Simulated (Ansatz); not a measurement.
# r2SCAN/def2-SVP run of C2H5GeN (SMILES C1=[N][GeH2][CH2]1)

What is the energy change on altering one bond length of C2H5GeN at r2SCAN/def2-SVP? 

The results are computed with Ansatz 0.2.0.

82 further runs of the same task are left out: 82 set aside as unsound or not needed.

**1. The system as given**

C2H5GeN has 9 atoms, charge 0, and is taken as a singlet. SMILES: `C1=[N][GeH2][CH2]1`. Geometry: relaxed at PBE0-D4/def2-TZVP.

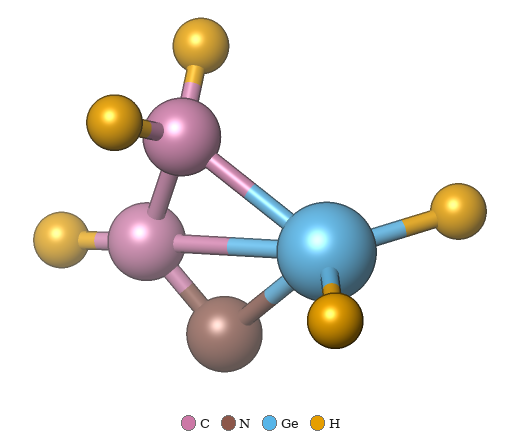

The structure, seen from a chosen angle (carbon pink, nitrogen brown, germanium blue, hydrogen amber).

**2. The energy at r2SCAN/def2-SVP**

run.yaml reads:

```yaml
crystal:
  periodic: [false, false, false]
  atoms:
    - {symbol: C, position_ang: [-0.186800, -0.549700, -1.075100]}
    - {symbol: "N", position_ang: [1.035900, -0.182500, -1.141500]}
    - {symbol: Ge, position_ang: [0.903900, 0.560600, 0.613000]}
    - {symbol: C, position_ang: [-0.885400, -0.197100, 0.218500]}
    - {symbol: H, position_ang: [-0.675600, -1.079500, -1.903400]}
    - {symbol: H, position_ang: [1.056500, 2.089100, 0.684100]}
    - {symbol: H, position_ang: [1.776000, -0.127000, 1.676700]}
    - {symbol: H, position_ang: [-1.720500, 0.497400, 0.107000]}
    - {symbol: H, position_ang: [-1.215600, -1.057700, 0.803700]}
basis:
  gaussian:
    orbitals: def2-SVP
hamiltonian:
  xc: r2scan
accuracy: high
output: {orbitals: {seedname: orbitals}}
```

Started as:

```console
$ ansatz run run.yaml --threads 1 --pin off --max-ram 3480MiB --events-out events.jsonl --progress --plain --runs-dir runs
```

What it wrote:

```text
Warning: RAYON_NUM_THREADS=1 ignored (pool sized by the plan → 1); use --threads N
Functional definition: r2SCAN
  name "r2SCAN"
  parameter k0 = 0.174
  parameter k1 = 0.065
  parameter a1 = 4.9479
  exchange = r2scan_x(k0 = k0, k1 = k1, a1 = a1)
  correlation = r2scan_c
2271 factors; integrals over basis functions are off by at most 4.6e-9 eV
mean field evaluation 1: about -60142.0851 eV, gradient 5.8e1 eV
mean field evaluation 2: about -60120.1698 eV, gradient 1.0e2 eV
mean field evaluation 4: about -60149.6366 eV, gradient 1.4e1 eV
mean field evaluation 8: about -60150.0737 eV, gradient 1.6e-1 eV
mean field evaluation 16: about -60150.0738 eV, gradient 1.4e-5 eV
mean field -60150.07380426 eV, -2210.4744411220 hartree, gradient 3.3e-8 eV, S^2 0.000000; 0 other end points of the search recorded, 0 dependent functions left out
reference -60150.07380500 eV, -2210.4744411495 hartree; 28, 28 occupied and 71, 71 virtual orbitals, 2271 factors
Total energy: -60150.07380500 eV, -2210.4744411495 hartree
```

Run time: 6 s. Hardware: 1 thread of AMD EPYC 9R45 (Zen 5), shared host; peak memory 0.34 GiB.

**3. The distorted shape at the same level**

run.yaml reads:

```yaml
crystal:
  periodic: [false, false, false]
  atoms:
    - symbol: C
      position_ang: [0.057617, -0.284782, -0.660921]
    - symbol: N
      position_ang: [1.280317, 0.082418, -0.727321]
    - symbol: Ge
      position_ang: [1.148317, 0.825518, 1.027179]
    - symbol: C
      position_ang: [-0.640983, 0.067818, 0.632679]
    - symbol: H
      position_ang: [-0.675600, -1.079500, -1.903400]
    - symbol: H
      position_ang: [1.300917, 2.354018, 1.098279]
    - symbol: H
      position_ang: [2.020417, 0.137918, 2.090879]
    - symbol: H
      position_ang: [-1.476083, 0.762318, 0.521179]
    - symbol: H
      position_ang: [-0.971183, -0.792782, 1.217879]
basis:
  gaussian:
    orbitals: def2-SVP
hamiltonian:
  xc: {name: r2SCAN}
accuracy: high
output: {orbitals: {seedname: orbitals}}
```

Started as:

```console
$ ansatz run run.yaml --threads 1 --pin off --max-ram 3480MiB --events-out events.jsonl --progress --plain --runs-dir runs
```

What it wrote:

```text
Warning: RAYON_NUM_THREADS=1 ignored (pool sized by the plan → 1); use --threads N
[... 7 set-up lines as earlier in the session ...]
2269 factors; integrals over basis functions are off by at most 4.6e-9 eV
mean field evaluation 1: about -60139.5194 eV, gradient 6.1e1 eV
mean field evaluation 2: about -60105.7553 eV, gradient 1.2e2 eV
mean field evaluation 4: about -60147.7425 eV, gradient 1.5e1 eV
mean field evaluation 8: about -60148.2907 eV, gradient 1.8e-1 eV
mean field evaluation 16: about -60148.2901 eV, gradient 6.8e-5 eV
mean field -60148.29014211 eV, -2210.4088927470 hartree, gradient 2.3e-8 eV, S^2 0.000000; 0 other end points of the search recorded, 0 dependent functions left out
reference -60148.29014288 eV, -2210.4088927756 hartree; 28, 28 occupied and 71, 71 virtual orbitals, 2269 factors
Total energy: -60148.29014288 eV, -2210.4088927756 hartree
```

Wall time 6.6 s (1 thread of AMD EPYC 9R45 (Zen 5), shared host); peak memory 0.34 GiB.

**4. What came out**

At r2SCAN/def2-SVP:

| quantity | value |
| --- | --- |
| first shape: total energy | -2210.47444 Eh |
| first shape: HOMO energy | -5.72 eV |
| first shape: LUMO energy | -1.08 eV |
| first shape: HOMO–LUMO gap | 4.64 eV |
| distorted shape: total energy | -2210.40889 Eh |
| distorted shape: HOMO energy | -5.91 eV |
| distorted shape: LUMO energy | -1.15 eV |
| distorted shape: HOMO–LUMO gap | 4.76 eV |
| energy change with the C1–H5 bond stretched from 1.098 to 1.647 Å | 1.784 eV |

What this shows: With the C1–H5 bond stretched from 1.098 to 1.647 Å the energy rises by 1.78 eV (41 kcal/mol). The first shape isn't relaxed at this level, so the change isn't measured from a minimum.
